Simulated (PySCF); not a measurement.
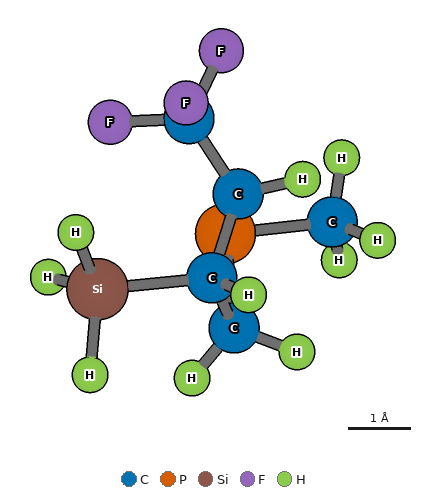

Figure 1. The structure (ball-and-stick view, seen at a tilt).

C$_{5}$H$_{10}$F$_{3}$PSi: NMR shielding calculation

System: C$_{5}$H$_{10}$F$_{3}$PSi, SMILES CP1C[C@H]([SiH3])[C@@H]1C(F)(F)F.
Method: GIAO PBE0/pcSseg-1 NMR shielding, non-relativistic, gas phase (PySCF 2.14.0).

The geometry comes from this level: GFN2-xTB. Figures and captions count atoms from 1; the log counts them from 0 in places.

Input:
```
{"job": {"kind": "nmr", "xc": "PBE0", "basis": "pcSseg-1"}, "charge": 0, "multiplicity": 1}
C      2.692602    -0.758688    -0.364309
P      0.993737    -0.580922    -1.072590
C     -0.040958    -1.564580     0.142929
C     -0.819990    -0.300805     0.556506
Si    -2.485730    -0.187290    -0.372057
C      0.268127     0.692036     0.116420
C     -0.139855     1.995459    -0.499472
F     -0.832569     1.858459    -1.640522
F     -0.903017     2.753331     0.312874
F      0.934738     2.748210    -0.805115
H      3.129373    -1.681037    -0.744568
H      3.300470     0.077313    -0.708324
H      2.680160    -0.783377     0.724421
H     -0.639203    -2.365149    -0.289491
H      0.566822    -1.976927     0.950588
H     -1.007443    -0.246278     1.633001
H     -2.265475    -0.435364    -1.794127
H     -3.112545     1.101764    -0.102882
H     -3.286856    -1.271328     0.205684
H      0.962463     0.935852     0.928604
```

The first line tells a small driver script what to run in PySCF; the rest is the geometry in Å.

Launched with:
```bash
OMP_NUM_THREADS=1 python <driver script> task.json out
```

What the program printed:
```
coarse grid: 18136 points
cycle   1  E = -1125.8500813105  dE =  1.311e+00  |g| = 9.054e-01  |ddm| = 4.093e+00
cycle   2  E = -1125.7201818041  dE =  1.299e-01  |g| = 1.309e+00  |ddm| = 1.180e+00
cycle   3  E = -1125.9945739483  dE = -2.744e-01  |g| = 7.137e-02  |ddm| = 7.268e-01
cycle   4  E = -1125.9952896805  dE = -7.157e-04  |g| = 4.290e-02  |ddm| = 1.057e-01
cycle   5  E = -1125.9957112893  dE = -4.216e-04  |g| = 8.794e-03  |ddm| = 4.963e-02
cycle   6  E = -1125.9957297709  dE = -1.848e-05  |g| = 2.310e-03  |ddm| = 1.437e-02
cycle   7  E = -1125.9957310391  dE = -1.268e-06  |g| = 7.056e-04  |ddm| = 3.199e-03
final grid: 168424 points
cycle   8  E = -1126.0758375663  dE = -5.687e-05  |g| = 9.274e-03  |ddm| = 3.780e-02
cycle   9  E = -1126.0758222289  dE =  1.534e-05  |g| = 1.266e-02  |ddm| = 1.855e-02
cycle  10  E = -1126.0758576729  dE = -3.544e-05  |g| = 1.060e-03  |ddm| = 1.160e-02
cycle  11  E = -1126.0758578927  dE = -2.198e-07  |g| = 3.353e-04  |ddm| = 1.367e-03
cycle  12  E = -1126.0758579176  dE = -2.486e-08  |g| = 9.514e-05  |ddm| = 3.777e-04
cycle  13  E = -1126.0758579198  dE = -2.178e-09  |g| = 1.930e-05  |ddm| = 1.397e-04
cycle  14  E = -1126.0758579198  dE = -7.481e-11  |g| = 5.618e-06  |ddm| = 3.100e-05
```

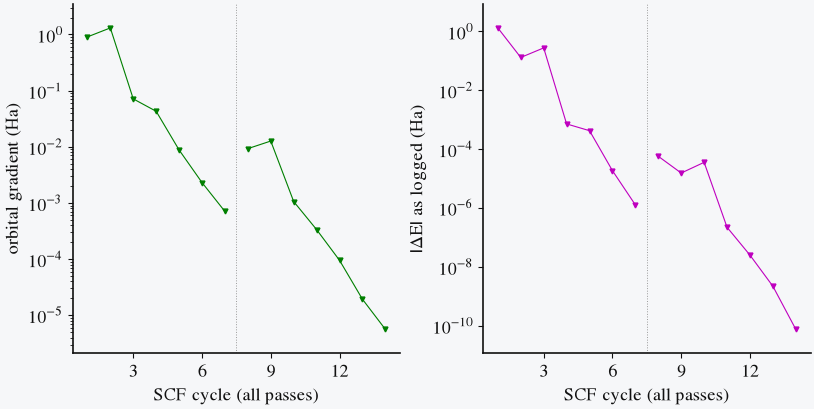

Figure 2. Convergence of the self-consistent field: orbital gradient and size of the energy change against the SCF cycle. The dotted line marks the change from a coarse to the final integration grid. The first 7 cycles use a coarse grid, the final grid takes over at cycle 8, and the field converges after 14 cycles in all.

```
converged SCF energy = -1126.0758579198

GIAO shielding tensors (ppm)
atom      isotropic    diamagn.    paramagn.     s11        s22        s33       span
  0 C      164.117     253.946     -89.828    150.329    158.703    183.320     32.992
  1 P      356.401     966.255    -609.854    273.462    320.594    475.146    201.684
  2 C      162.356     255.029     -92.673    141.643    161.944    183.481     41.838
  3 C      172.221     252.530     -80.309    149.021    179.065    188.576     39.555
  4 Si     413.912     880.339    -466.426    387.753    398.705    455.279     67.526
  5 C      140.134     255.443    -115.309    121.551    136.445    162.407     40.856
  6 C       49.765     244.600    -194.835     43.893     46.366     59.036     15.143
  7 F      247.549     475.610    -228.061    171.328    253.923    317.396    146.068
  8 F      254.318     474.205    -219.887    162.721    263.422    336.810    174.089
  9 F      252.316     473.205    -220.889    167.752    240.827    348.369    180.616
 10 H       30.219      29.123       1.096     25.775     26.967     37.915     12.140
 11 H       30.052      29.946       0.107     25.608     27.665     36.884     11.277
 12 H       30.237      32.188      -1.951     26.089     29.577     35.044      8.955
 13 H       30.052      32.161      -2.109     25.483     28.414     36.257     10.774
 14 H       29.801      33.009      -3.208     26.269     28.092     35.043      8.774
 15 H       29.331      32.553      -3.221     25.529     26.116     36.349     10.821
 16 H       27.444      29.324      -1.880     24.113     26.963     31.256      7.143
 17 H       27.541      29.175      -1.634     23.148     26.944     32.531      9.382
 18 H       28.022      29.299      -1.277     24.340     25.682     34.045      9.705
 19 H       28.963      33.882      -4.919     25.757     29.812     31.320      5.563
```

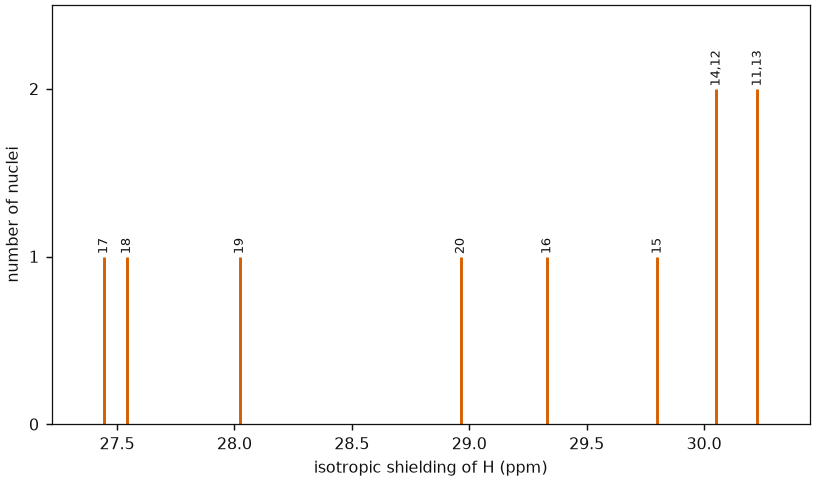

Figure 3. Isotropic shieldings of the hydrogen nuclei in this fixed geometry, labelled by atom number; shielding grows to the right, so chemical shift grows to the left. The least shielded is H17 (27.4 ppm), the most shielded H13 (30.2 ppm).

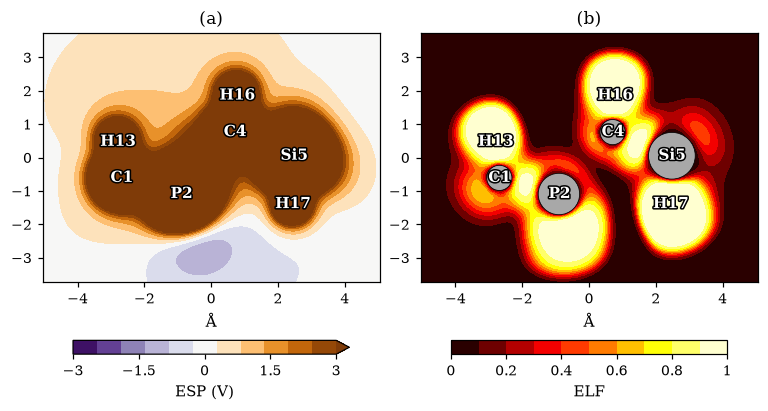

Figure 4. (a) molecular electrostatic potential; (b) ELF on the plane of atoms Si5, C4 and H16. Grey discs, where drawn, cover atomic cores. Atoms in the plane: C, P, Si and H. C–P (1.85 Å): the ELF peaks at about 0.95 between the atoms (a shared electron pair). C–H (1.09 Å): the ELF climbs to about 1 towards the hydrogen, as it does in any bond to H; a covalent bond by its length. Si–H (1.46 Å): the ELF climbs to about 1 towards the hydrogen.

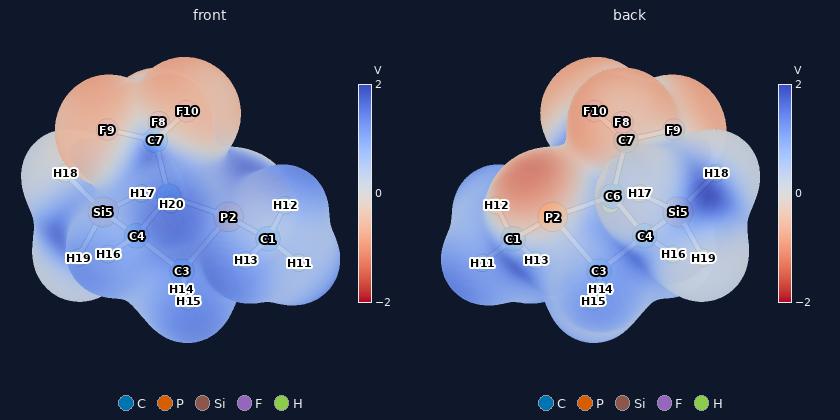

Figure 5. The electrostatic potential painted on the density surface at 0.004 e/bohr³, seen at a tilt and from behind; the colour scale runs from red (negative) to blue (positive). A positive charge is drawn to the negative regions and a negative charge to the positive ones.

Summary:

```json
{"quantity": "outcome", "value": "converged"}
{"quantity": "total energy", "value": "−1126.075858 hartree"}
{"quantity": "HOMO", "value": "−7.10 eV"}
{"quantity": "LUMO", "value": "0.19 eV"}
{"quantity": "dipole moment", "value": "3.29 D"}
{"quantity": "isotropic shielding, C", "value": "49.8 to 172.2 ppm"}
{"quantity": "isotropic shielding, P", "value": "356.4 ppm"}
{"quantity": "isotropic shielding, Si", "value": "413.9 ppm"}
{"quantity": "isotropic shielding, F", "value": "247.5 to 254.3 ppm"}
{"quantity": "isotropic shielding, H", "value": "27.4 to 30.2 ppm"}
{"quantity": "hardware", "value": "1 CPU thread, shared host"}
{"quantity": "wall time", "value": "64 s"}
{"quantity": "peak memory", "value": "1.1 GiB"}
```
